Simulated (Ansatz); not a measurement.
# A workflow on C2HF (fluoroacetylene)

Aim: a series of 34 runs (HF/STO-3G, UHF/STO-3G, HF/3-21G, UHF/3-21G, HF/6-31G*, UHF/6-31G*, B3LYP/6-31G*, UB3LYP/6-31G*, and more) of C2HF. 

Program for the calculation: Ansatz 0.2.0.

### 1 The molecule

The species is C2HF (4 atoms), meant as a singlet with charge 0. SMILES: `C#CF`. The coordinates come from a PBE0-D4/def2-TZVP relaxation. The run starts from this shape.

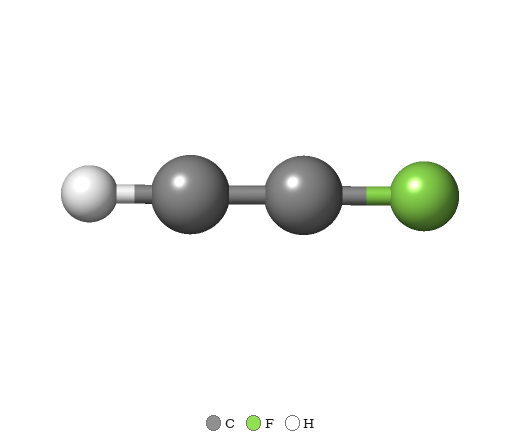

Viewed from a chosen angle; carbon grey, fluorine green, hydrogen white.

### 2 A structure relaxation at HF/STO-3G (run 1)

The input, job.yaml:

```yaml
crystal:
  periodic: [false, false, false]
  atoms:
    - {symbol: C, position_ang: [-0.361030, 0.453110, -0.290220]}
    - {symbol: C, position_ang: [0.303270, -0.380840, 0.243810]}
    - {symbol: F, position_ang: [1.010600, -1.269010, 0.812300]}
    - {symbol: H, position_ang: [-0.952830, 1.196740, -0.765890]}
basis:
  gaussian:
    orbitals: STO-3G
relax:
  f_tol: 0.002
hamiltonian:
  xc: hf
output: {orbitals: {seedname: orbitals}}
```

Run with:

```sh
$ ansatz run job.yaml --threads 1 --pin off --max-ram 3480MiB --events-out events.jsonl --progress --plain --runs-dir runs
```

Output:

```text
Warning: RAYON_NUM_THREADS=1 ignored (pool sized by the plan → 1); use --threads N
The last accepted step is kept in runs//last_step.txt (removed where the run ends without a failure and the disk answers)
[... 43 lines left out ...]
Total energy: -4715.92665177 eV, -173.3071078827 hartree
[... 4 lines left out ...]
Dipole moment:    -0.071103     0.089331    -0.057144 e Å
```

Run time: 0.8 s. Hardware: 1 thread of Arm Neoverse V2, shared host.

Step by step:

```csv
step,energy from the first frame kept (eV),largest force (eV/Å)
1,0.0000,7.1707
2,-0.1139,1.7812
3,-0.1254,0.0771
4,-0.1255,0.0073
5,-0.1255,0.0010
```

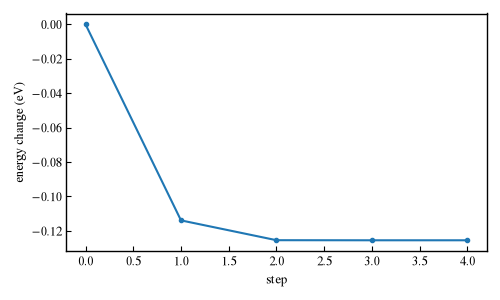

Energy along the run.

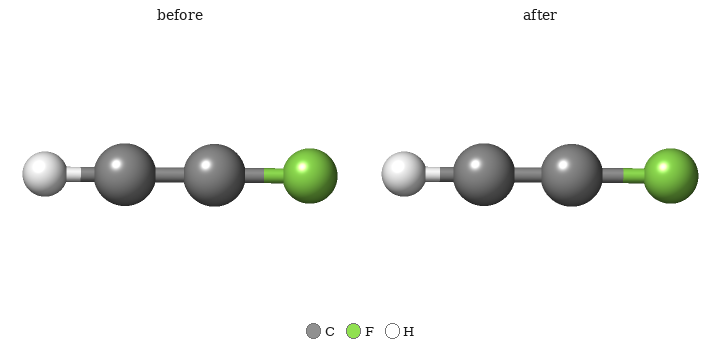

Before and after, at one scale.

After the run. Bond lengths: C1–C2 1.168 Å, C2–F3 1.318 Å, C1–H4 1.062 Å. Angles: C1–C2–F3 180.0°, C2–C1–H4 180.0°.

### 3 Vibrational wavenumbers at HF/STO-3G (run 2)

The input, job.yaml:

```yaml
crystal:
  periodic: [false, false, false]
  atoms:
    - {symbol: C, position_ang: [-0.361001, 0.453230, -0.290191]}
    - {symbol: C, position_ang: [0.289828, -0.363918, 0.232986]}
    - {symbol: F, position_ang: [1.023868, -1.285745, 0.822976]}
    - {symbol: H, position_ang: [-0.952686, 1.196433, -0.765771]}
basis:
  gaussian: {orbitals: STO-3G}
total_charge: 0
hamiltonian: {xc: hf}
phonons: {temperatures: {t_min: 298.15, t_max: 298.15, t_step: 1}}
```

Run with:

```sh
$ ansatz run job.yaml --threads 1 --pin off --max-ram 3480MiB --events-out events.jsonl --progress --plain --runs-dir runs
```

Output:

```text
Warning: RAYON_NUM_THREADS=1 ignored (pool sized by the plan → 1); use --threads N
[... 138 lines left out ...]
Total energy: -4715.92665188 eV, -173.3071078868 hartree
[... 4 lines left out ...]
Dipole moment:    -0.071103     0.089331    -0.057144 e Å
Vibrations: 488.39 488.39 887.42 887.42 1177.19 2777.72 3960.89 cm⁻¹, zero-point energy 0.661296 eV
```

It took 1.7 s on 1 thread of Arm Neoverse V2, shared host.

Runs 3 to 19 aren't shown in full; the table further down has their settings and results.

### 4 The doublet cation: a geometry optimisation at UPBE/def2-SVP (run 20)

The input, molecule.yaml:

```yaml
crystal:
  periodic: [false, false, false]
  atoms:
    - {symbol: C, position_ang: [-0.367234, 0.460983, -0.295208]}
    - {symbol: C, position_ang: [0.310669, -0.390100, 0.249744]}
    - {symbol: F, position_ang: [1.024932, -1.287053, 0.823829]}
    - {symbol: H, position_ang: [-0.968357, 1.216170, -0.778365]}
basis:
  gaussian: {orbitals: def2-SVP}
magnetization: {spin_polarized: true, initial_magnetization: 1}
hamiltonian: {xc: {name: PBE}}
relax: {}
total_charge: 1
```

Run with:

```sh
$ ansatz run molecule.yaml --threads 1 --pin off --max-ram 3480MiB --events-out events.jsonl --progress --plain --runs-dir runs
```

Output, shortened:

```text
Warning: RAYON_NUM_THREADS=1 ignored (pool sized by the plan → 1); use --threads N
[... 1 set-up line as earlier in the session ...]
[... 6 lines left out ...]
522 factors; their error is unknown
[... 14 lines left out ...]
522 factors; their error is unknown
[... 5 lines left out ...]
522 factors; their error is unknown
[... 6 lines left out ...]
522 factors; their error is unknown
[... 5 lines left out ...]
522 factors; their error is unknown
[... 6 lines left out ...]
Total energy: -4784.29458842 eV, -175.8195832132 hartree
[... 4 lines left out ...]
Dipole moment:    -0.345416     0.433805    -0.277631 e Å
```

Run time: 77 s. Hardware: 1 thread of Arm Neoverse V2, shared host; peak memory 0.11 GiB.

The path in brief:

```csv
step,energy from the first frame kept (eV),largest force (eV/Å)
1,0.0000,7.4182
2,-0.1798,1.3734
3,-0.1911,0.1927
4,-0.1914,0.0095
```

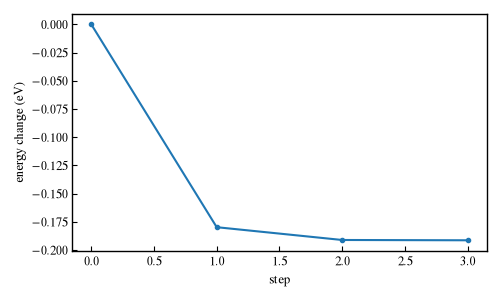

Energy along the run.

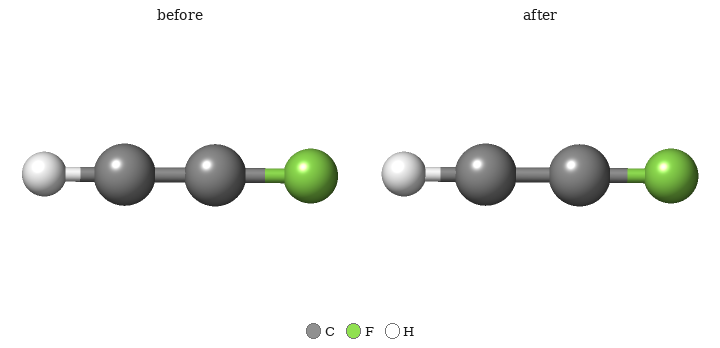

Before and after, at one scale.

After the run. Bond lengths: C1–C2 1.262 Å, C2–F3 1.227 Å, C1–H4 1.098 Å. Angles: C1–C2–F3 180.0°, C2–C1–H4 180.0°.

Runs 21 to 33 aren't shown in full; the table further down has their settings and results.

### 5 Vibrational wavenumbers at B3LYP-D4/def2-TZVP (run 34)

The input, molecule.yaml:

```yaml
crystal:
  periodic: [false, false, false]
  atoms:
    - {symbol: C, position_ang: [-0.362268, 0.454753, -0.291217]}
    - {symbol: C, position_ang: [0.301945, -0.379143, 0.242729]}
    - {symbol: F, position_ang: [1.013483, -1.272677, 0.814627]}
    - {symbol: H, position_ang: [-0.953150, 1.197068, -0.766140]}
basis:
  gaussian: {orbitals: def2-TZVP}
hamiltonian: {xc: {name: B3LYP}, dispersion: d4}
phonons: {temperatures: {t_min: 298.15, t_max: 298.15, t_step: 1}}
```

Run with:

```sh
$ ansatz run molecule.yaml --threads 1 --pin off --max-ram 3480MiB --events-out events.jsonl --progress --plain --runs-dir runs
```

Output:

```text
Warning: RAYON_NUM_THREADS=1 ignored (pool sized by the plan → 1); use --threads N
[... 16 lines left out ...]
560 factors; their error is unknown
[... 26 lines left out ...]
560 factors; their error is unknown
[... 25 lines left out ...]
560 factors; their error is unknown
[... 25 lines left out ...]
560 factors; their error is unknown
[... 15 lines left out ...]
560 factors; their error is unknown
[... 4 lines left out ...]
560 factors; their error is unknown
[... 4 lines left out ...]
560 factors; their error is unknown
[... 5 lines left out ...]
560 factors; their error is unknown
[... 4 lines left out ...]
560 factors; their error is unknown
[... 4 lines left out ...]
560 factors; their error is unknown
[... 8 lines left out ...]
Dipole moment:    -0.069381     0.087211    -0.055759 e Å
Vibrations: 409.24 409.24 615.73 615.73 1083.48 2320.20 3487.55 cm⁻¹, zero-point energy 0.554283 eV
```

Run time: 20 s. Hardware: 1 thread of Arm Neoverse V2, shared host; peak memory 0.13 GiB.

### 6 All runs side by side

```csv
run,level,task,walk f tol,partner,energy (Eh),dipole moment (D),wall time
1,HF/STO-3G,optimise,0.002,base,-173.307108,0.61,0.8 s
2,HF/STO-3G,frequencies,–,base,-173.307108,0.61,1.7 s
3,UHF/STO-3G,energy,–,cation,-172.976882,–,0.14 s
4,UHF/STO-3G,optimise,–,cation,-172.995648,–,2.1 s
5,HF/3-21G,optimise,0.002,base,-174.692916,1.19,0.78 s
6,HF/3-21G,frequencies,–,base,-174.692917,1.19,2.1 s
7,UHF/3-21G,energy,–,cation,-174.302218,–,0.3 s
8,UHF/3-21G,optimise,–,cation,-174.310426,–,3.9 s
9,HF/6-31G* (Cartesian functions),optimise,0.002,base,-175.643179,0.83,1.4 s
10,HF/6-31G* (Cartesian functions),frequencies,–,base,-175.643179,0.83,5.1 s
11,UHF/6-31G* (Cartesian functions),energy,–,cation,-175.274425,–,0.64 s
12,UHF/6-31G* (Cartesian functions),optimise,–,cation,-175.283453,–,6.6 s
13,B3LYP/6-31G* (Cartesian functions),optimise,0.002,base,-176.536263,0.55,3.3 s
14,B3LYP/6-31G* (Cartesian functions),frequencies,–,base,-176.536263,0.55,11 s
15,UB3LYP/6-31G* (Cartesian functions),energy,–,cation,-176.131572,–,29 s
16,UB3LYP/6-31G* (Cartesian functions),optimise,–,cation,-176.139299,–,48 s
17,PBE/def2-SVP,optimise,0.002,base,-176.219356,0.37,2.5 s
18,PBE/def2-SVP,frequencies,–,base,-176.219356,0.37,8.7 s
19,UPBE/def2-SVP,energy,–,cation,-175.812549,–,17 s
20,UPBE/def2-SVP,optimise,–,cation,-175.819583,–,77 s
21,MP2/6-31G* (Cartesian functions),optimise,0.002,base,-176.060284,0.73,1.9 s
22,MP2/6-31G* (Cartesian functions),frequencies,–,base,-176.060284,0.73,8.7 s
23,UMP2/6-31G* (Cartesian functions),energy,–,cation,-175.652515,–,2.6 s
24,UMP2/6-31G* (Cartesian functions),optimise,–,cation,-175.660096,–,9 s
25,MP2/cc-pVTZ,optimise,0.002,base,-176.263577,0.60,7.5 s
26,MP2/cc-pVTZ,frequencies,–,base,-176.263577,0.60,35 s
27,CCSD/cc-pVDZ,optimise,0.002,base,-176.106264,0.67,14 s
28,CCSD/cc-pVDZ,frequencies,–,base,-176.106264,0.67,68 s
29,UCCSD/cc-pVDZ,energy,–,cation,-175.701689,–,8.4 s
30,UCCSD/cc-pVDZ,optimise,–,cation,-175.709926,–,68 s
31,SVWN5/def2-TZVP,optimise,0.002,base,-175.279975,0.43,3.9 s
32,SVWN5/def2-TZVP,frequencies,–,base,-175.279975,0.43,14 s
33,B3LYP-D4/def2-TZVP,optimise,0.002,base,-176.623932,0.60,6.6 s
34,B3LYP-D4/def2-TZVP,frequencies,–,base,-176.623932,0.60,20 s
```

### 7 What came out

| quantity | value |
| --- | --- |
| run 34, B3LYP-D4/def2-TZVP: total energy | -176.62393 Eh |
| run 34, B3LYP-D4/def2-TZVP: dipole moment | 0.60 D |
| run 34, B3LYP-D4/def2-TZVP: dispersion energy | -5.70 kJ/mol |
| run 34, B3LYP-D4/def2-TZVP: largest force on an atom | 0.001 eV/Å |
| run 34, B3LYP-D4/def2-TZVP: lowest harmonic wavenumber | 409 cm⁻¹ |
| run 34, B3LYP-D4/def2-TZVP: highest harmonic wavenumber | 3488 cm⁻¹ |
| run 34, B3LYP-D4/def2-TZVP: zero-point energy | 53.5 kJ/mol |
| vertical ionisation energy (to the doublet cation), HF/6-31G* | 10.034 eV |
| vertical ionisation energy (to the doublet cation), PBE/def2-SVP | 11.070 eV |
| vertical ionisation energy (to the doublet cation), MP2/6-31G* | 11.096 eV |
| vertical ionisation energy (to the doublet cation), CCSD/cc-pVDZ | 11.009 eV |
| adiabatic ionisation energy (to the doublet cation, no zero-point term), HF/STO-3G | 8.475 eV |
| adiabatic ionisation energy (to the doublet cation, no zero-point term), PBE/def2-SVP | 10.878 eV |
| adiabatic ionisation energy (to the doublet cation, no zero-point term), MP2/6-31G* | 10.890 eV |
| adiabatic ionisation energy (to the doublet cation, no zero-point term), CCSD/cc-pVDZ | 10.785 eV |

**Reading.** At HF/6-31G*: removing an electron at fixed nuclei costs 10.03 eV (231 kcal/mol). At PBE/def2-SVP: the vertical ionisation energy comes to 11.07 eV (1068 kJ/mol). At MP2/6-31G*: removing an electron at fixed nuclei costs 11.10 eV (1071 kJ/mol). At CCSD/cc-pVDZ: removing an electron at fixed nuclei costs 11.01 eV (1062 kJ/mol). At HF/STO-3G: the adiabatic ionisation energy (to the doublet cation, no zero-point term) is 8.48 eV (818 kJ/mol). In a minimal basis such a difference can be off by several eV, whatever the method. Totals of different functionals can't be ranked against each other. In runs 1, 2, 3, 4 the basis is minimal, so the values are rough. Spin contamination of the reference: run 4 ⟨S²⟩ = 0.87. All runs together took 8.2 min, the longest 77 s.
